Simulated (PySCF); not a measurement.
**C₈H₉B (SMILES C#C/C=C\CBC#CC): density, localisation and related maps**

The calculation's input:

```
{"job": {"kind": "nmr", "xc": "PBE0", "basis": "pcSseg-1"}, "charge": 0, "multiplicity": 1}
C     -2.230013    -3.233781     0.826359
C     -2.628820    -2.118678     0.623184
C     -3.111434    -0.813804     0.391998
C     -2.381496     0.159795    -0.154229
C     -0.957925     0.023843    -0.567867
B      0.076851     0.758389     0.387356
C      1.537910     0.643409     0.087837
C      2.720562     0.555958    -0.151115
C      4.132243     0.448346    -0.434410
H     -1.882116    -4.206917     1.005853
H     -4.137664    -0.641093     0.692546
H     -2.825519     1.137966    -0.288017
H     -0.834367     0.430144    -1.577783
H     -0.695862    -1.036453    -0.630631
H     -0.280721     1.390693     1.307742
H      4.703987     1.124534     0.201593
H      4.463533    -0.574388    -0.252338
H      4.322090     0.693594    -1.479735
```

Launched as:

```sh
OMP_NUM_THREADS=1 python probes_run.py task.json out
```

Geometry: GFN2-xTB.

Theory: PBE0/pcSseg-1, SCF density, gas phase, non-relativistic (PySCF).

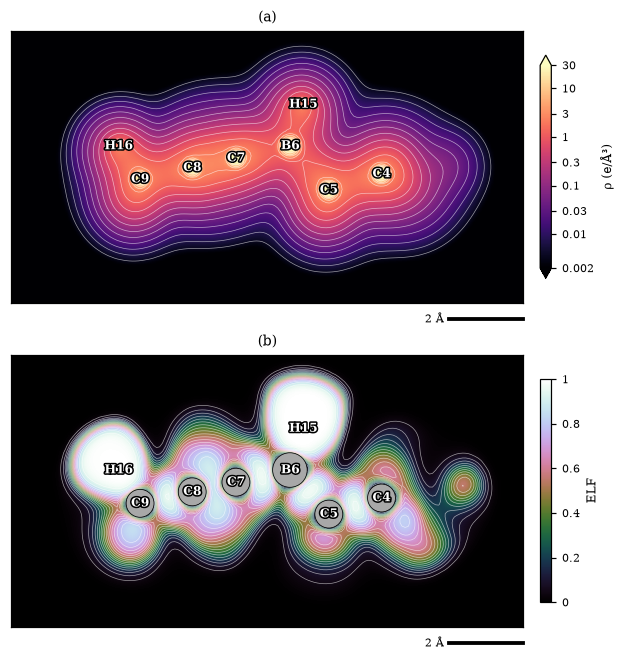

Figure 1. (a) electron density; (b) ELF on the plane of atoms C4, C5 and B6. Grey discs cover the atomic cores in the ELF map.

### What does the map show?

- The plane passes through C, B and H nuclei.
- C–C (1.21 Å): ρ is about 2.7 e/Å³ halfway; the ELF peaks at about 0.85 between the atoms; a short, multiple covalent bond.
- C–B (1.50 Å): ρ is about 1.5 e/Å³ halfway; the ELF peaks at about 0.95 between the atoms, as expected for localised, covalent bonding.
- C–B (1.59 Å): ρ at the midpoint is about 1.3 e/Å³; the ELF peaks at about 0.95 between the atoms (a shared electron pair).
- B–H (1.17 Å): the density is about 1.3 e/Å³ at the midpoint; the ELF climbs to about 1 towards the hydrogen, as it does in any bond to H: an ordinary covalent bond to hydrogen.

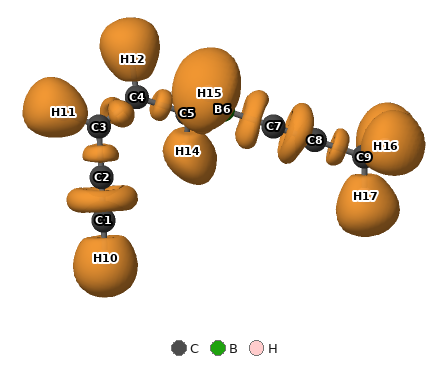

Figure 2. Isosurface of the ELF at 0.8 (orange), seen across its widest extent. Only the valence region is drawn (cores and ρ < 0.01 e/Å³ removed).

### Identify the bonds, lone pairs and shells in this picture.

At this value the surface marks out two regions between bonded B–C atoms (shared pairs), six regions between bonded C–C atoms (shared pairs) and nine regions around hydrogen nuclei. Along the contacts the grid gives the following. C–C (1.20 Å): the ELF peaks at about 0.85 between the atoms (a multiple bond).

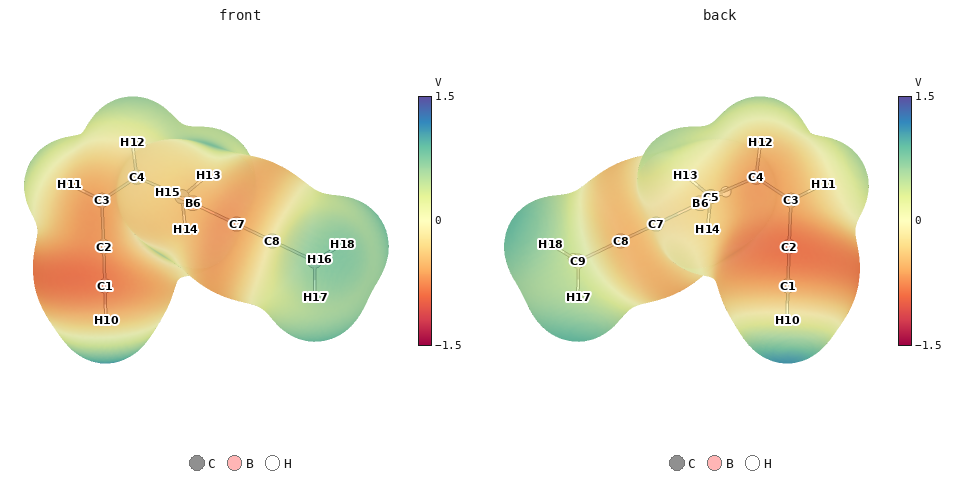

Figure 3. The molecular electrostatic potential painted on the density surface at 0.001 e/bohr³, seen from the front and from behind; red is negative and blue positive.

### Describe the electrostatic potential map.

The most negative region (about −0.9 V) lies over C1 and C2, the most positive (about +1.0 V) over H10.
